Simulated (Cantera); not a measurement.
A closed system holds: 1 mol PbS, 170 mol H2, 5.1 mol N2, equilibrated at 1273.15 K.

Cantera equilibrium calculation (NASA polynomials, part measured and part estimated; ideal gas, pure solids and liquids). Candidate condensed phases: Pb, PbS, S; 18 gas species. Gases not in the tables: S3 to S7. The numbers say what is thermodynamically allowed, not how fast it happens.

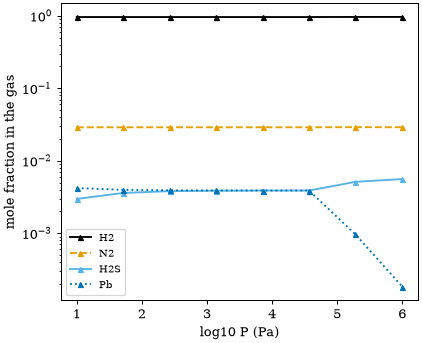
Figure: Equilibrium gas composition (values under 1e-9 drawn at 1e-9)

Question: Read off the mole fractions at 0.370 bar.

Answer: H2 about 0.96, N2 about 0.029, Pb about 0.0039, H2S about 0.0039.
